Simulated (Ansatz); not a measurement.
| atom | x (Å) | y (Å) | z (Å) |
| --- | --- | --- | --- |
| C | 0.4910 | -1.7914 | 0.2456 |
| C | 0.1643 | -0.8224 | -0.8662 |
| O | -0.1372 | 0.4504 | -0.3589 |
| Zr | -0.5395 | 2.1295 | 0.4091 |
| F | -2.0127 | 2.9094 | -0.5209 |
| F | -0.9939 | 1.8839 | 2.2465 |
| F | 0.9894 | 3.2639 | 0.2706 |
| H | -0.3527 | -1.8932 | 0.9313 |
| H | 1.3596 | -1.4509 | 0.8134 |
| H | 0.7176 | -2.7763 | -0.1694 |
| H | 1.0101 | -0.7273 | -1.5558 |
| H | -0.6959 | -1.1756 | -1.4453 |

Geometry: PBE0-D4/def2-TZVP; core potentials replace the inner electrons of Zr.

Theory: RKS PBE0-D4/def2-TZVPP in Ansatz.

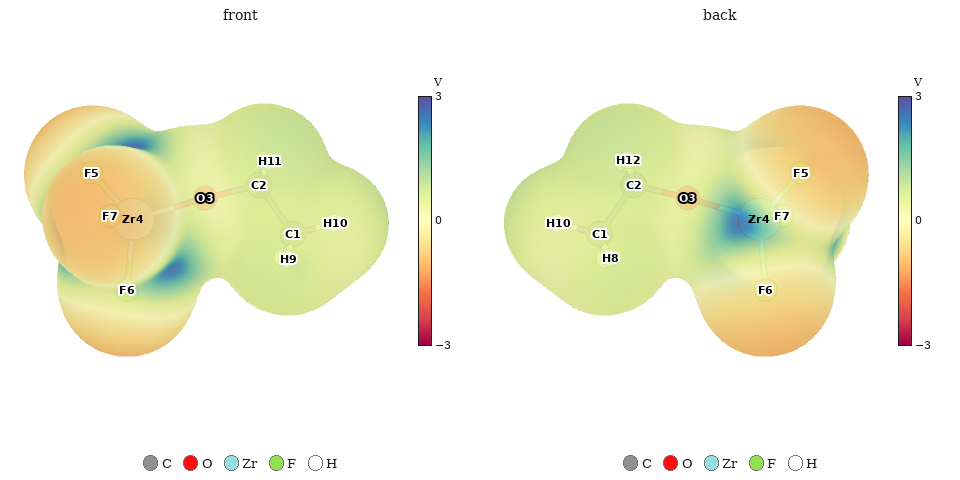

C2H5F3OZr (SMILES CC[O][Zr]([F])([F])[F]). The electrostatic potential painted on the density surface at 0.001 e/bohr³, seen from the front and from behind; red is negative and blue positive.

Question: Where is the surface potential most negative and most positive?

Answer: The most negative region (about −1.0 V) lies over F5, F6 and F7, the most positive (about +2.8 V) over Zr4.
